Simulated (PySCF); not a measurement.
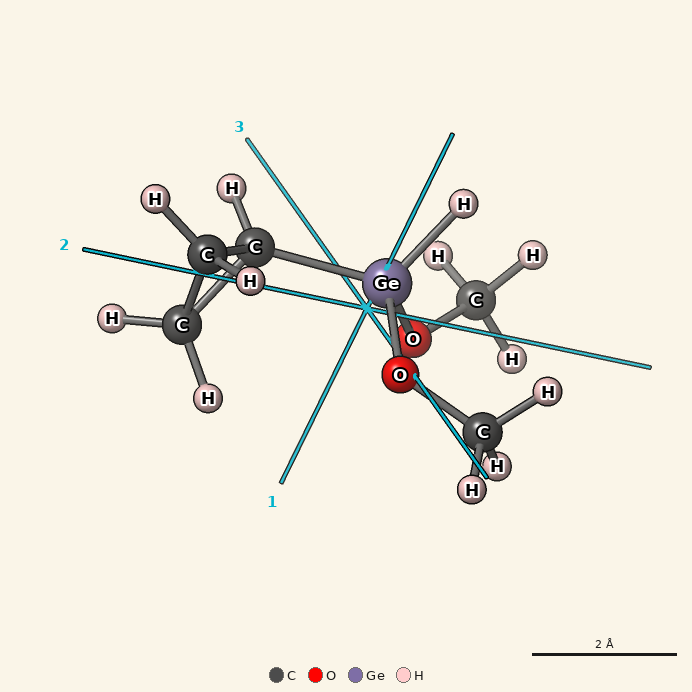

The three principal axes of inertia are drawn and numbered. Distant atoms are faded towards the background colour. The computed structure is the end point of a PBE0-D3(BJ)/def2-SVP optimisation. No frequency run is at hand to confirm it as a minimum. Masses are those of the most abundant isotopes; constants are for the rigid equilibrium geometry.

Which line is the a axis (least moment of inertia), which b and which c?

Answer. a is line 2, b is line 3, c is line 1; the moments are 248, 430, 578 u Å².

Classify the rotor and give the rotational constants (cm⁻¹).

Answer. An asymmetric top (C1): A = 0.0680, B = 0.0392, C = 0.0291 cm⁻¹. Ray's parameter κ is −0.48, nearer the prolate limit.
